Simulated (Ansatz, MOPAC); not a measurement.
Bond stretch in SiMg, lowest triplet found (which spin is the ground state isn't settled by this scan).

Methods: AM1, unrestricted, heats of formation (MOPAC); ROCCSD = CCSD on ROHF/aug-cc-pVDZ, frozen core run with Ansatz (an electronic-structure program); ROHF/aug-cc-pVDZ (Ansatz).

Energies are in kcal/mol, each relative to the lowest point of its own curve between 2.09 and 3.18 Å, where full CI is lowest.

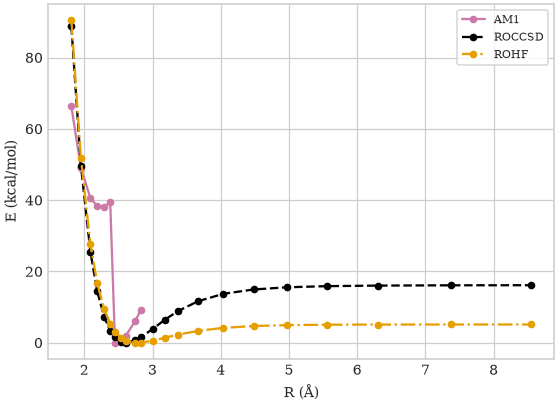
Energy against bond length for each method.

```csv
R / Å,AM1,ROCCSD,ROHF
1.81,66.3,88.8,90.6
1.95,49.0,49.7,51.7
2.09,40.6,25.4,27.6
2.19,38.3,14.4,16.7
2.29,38.2,7.3,9.5
2.38,39.4,3.4,5.3
2.45,0.0,1.5,3.1
2.54,0.7,0.3,1.4
2.61,2.0,0.0,0.6
2.75,6.2,0.7,0.0
2.83,9.3,1.5,0.0
3.00,—,3.9,0.6
3.18,—,6.4,1.4
3.37,—,8.9,2.3
3.67,—,11.7,3.3
4.04,—,13.7,4.2
4.48,—,14.9,4.7
4.97,—,15.6,4.9
5.55,—,15.9,5.1
6.30,—,16.0,5.1
7.38,—,16.1,5.1
8.55,—,16.1,5.1
```

At the longest distance, 8.55 Å, ROCCSD lies highest above its minimum (16.1 kcal/mol) and ROHF lowest (5.1 kcal/mol).

Dashes: no converged value, or the column stops at the first point that the program doubted or that broke a chosen test of continuity, which isn't proof of a fault.

The T1 diagnostic of CCSD on the restricted reference of ROCCSD exceeds 0.045 at 1.81 to 3.18 Å.
